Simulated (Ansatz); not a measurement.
BN (wurtzite), frozen-phonon scan

BN (wurtzite)

```
CELL_PARAMETERS angstrom
      5.10906     0.00000     0.00000
     -1.27726     2.21229     0.00000
      0.00000     0.00000     4.22457
ATOMIC_POSITIONS crystal
  B  0.33333 0.33333 0.99991
  B  0.83333 0.33333 0.99991
  B  0.16667 0.66667 0.49991
  B  0.66667 0.66667 0.49991
  N  0.33333 0.33333 0.62529
  N  0.83333 0.33333 0.62529
  N  0.16667 0.66667 0.12529
  N  0.66667 0.66667 0.12529
```

A phonon eigenvector at M = (0.5, 0.0, 0.0) is frozen into this cell: atom i moves by Q times the vector below, so Q is the largest atomic displacement, in Å. The cell is held. (q is in reciprocal vectors of the primitive cell; the cell shown is doubled to hold the pattern.)

| atom | x | y | z |
|---|---|---|---|
| B1 | -0.866 | -0.500 | -0.006 |
| B2 | 0.866 | 0.500 | 0.006 |
| B3 | 0.866 | 0.500 | -0.006 |
| B4 | -0.866 | -0.500 | 0.006 |
| N5 | 0.305 | 0.176 | -0.024 |
| N6 | -0.305 | -0.176 | 0.024 |
| N7 | -0.305 | -0.176 | -0.024 |
| N8 | 0.305 | 0.176 | 0.024 |

These are PBE (plane waves to 420 eV, PAW, scalar-relativistic; Ansatz, an electronic-structure program) values and carry that method's errors. k mesh 15×15×8 (Γ-centred), Fermi-Dirac smearing 0.05 eV. Energies are smeared free energies. BN was relaxed with its symmetry unable to fall. ΔE is measured from the undisplaced structure.

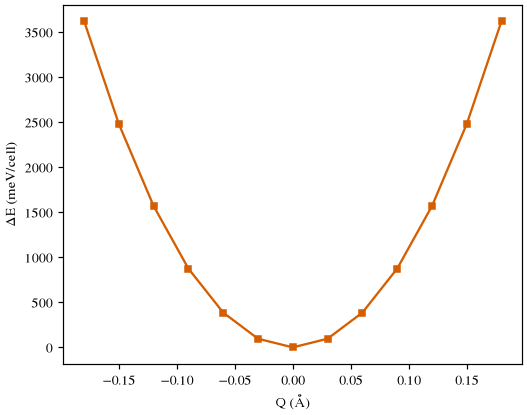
Figure: ΔE (meV/cell) against Q (Å); markers are the computed points, lines only join them.

The energy at Q = 0.180 Å is 3625 meV/cell. Shape of the curve: a single well with its minimum at or next to zero displacement. Space group of the distorted cell: Pmn2_1 (No. 31), lowered from P6_3mc. Wavenumber by perturbation theory (DFPT, on another k mesh): 1075 cm⁻¹. Harmonic wavenumber from the curvature (finite differences): 1075 cm⁻¹.

E″ = 213.44 eV/Å², M = Σ mᵢ|uᵢ|² = 50.2 u, ν̃ = 521.5·√(|E″|/M).

(For displaced atoms, the force is minus the slope of the energy, and its curvature is a force constant, which sets phonon frequencies.)
